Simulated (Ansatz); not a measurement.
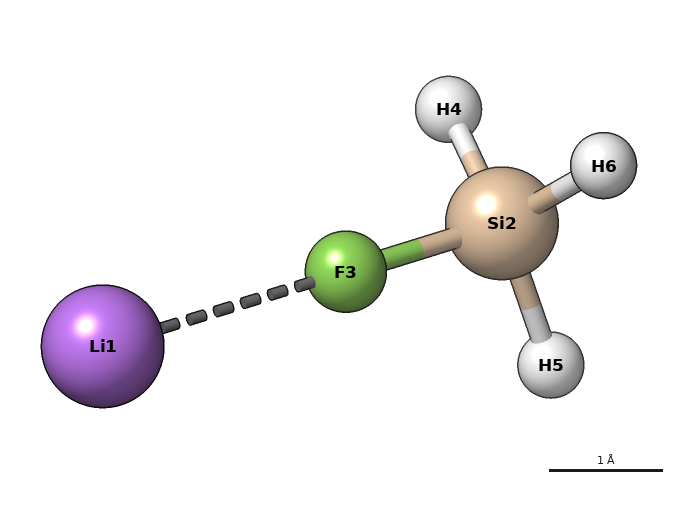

Two molecules or ions; the broken line marks their closest contact (measured against van der Waals radii). State: charge +1, singlet. Geometry: a pair of rigid molecules at a changed separation. Program: Ansatz 0.2.0.

Question: Which two species are they?

Answer: Li and FH3Si (`F[SiH3].[Li+]`).

Question: How long is the contact?

Answer: Li1···F3 is 2.63 Å.

Give the counterpoise-corrected interaction energy (kJ/mol, monomers kept as in the pair) with RHF-CCSD(T) (frozen core)/def2-TZVPPD; ωB97M-V/def2-TZVPPD.

```csv
level,interaction energy (kJ/mol)
RHF-CCSD(T) (frozen core)/def2-TZVPPD,−76.4
ωB97M-V/def2-TZVPPD,−76.8
```
